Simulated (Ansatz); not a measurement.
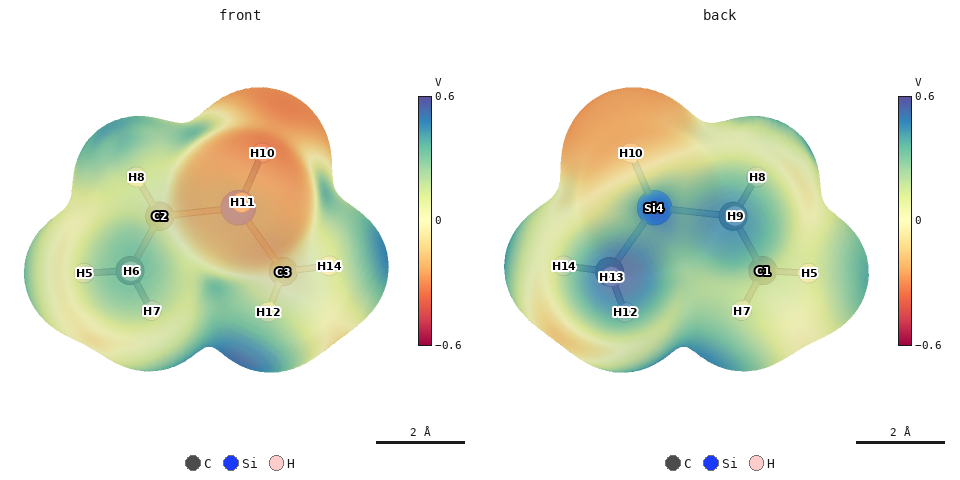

The picture shows: C₃H₁₀Si (SMILES CC[SiH2]C). The molecular electrostatic potential painted on the density surface at 0.001 e/bohr³, seen from the front and from behind; red is negative and blue positive.

Geometry: PBE0-D3(BJ)/pcseg-1.

Level of theory: Ansatz 0.2.0, isolated molecule in a Gaussian basis; Kohn-Sham density functional theory, functional PBE0.

```xyz
14

C    -2.2867    0.4310   -0.0624
C    -0.7640    0.5190   -0.0533
C    -0.5255    1.0196   -3.1142
Si    0.0599   -0.0195   -1.6623
H    -2.7168    0.7375    0.9000
H    -2.6302   -0.5928   -0.2611
H    -2.7268    1.0773   -0.8329
H    -0.3498   -0.0984    0.7577
H    -0.4403    1.5482    0.1648
H     1.5448    0.1032   -1.5215
H    -0.2600   -1.4593   -1.9232
H    -1.6066    0.9133   -3.2678
H    -0.3091    2.0827   -2.9485
H    -0.0251    0.7154   -4.0418
```

> Where is the surface potential most negative and most positive?

The most negative region (about −0.3 V) lies over H10 and H11, the most positive (about +0.5 V) over Si4, H12 and H13.
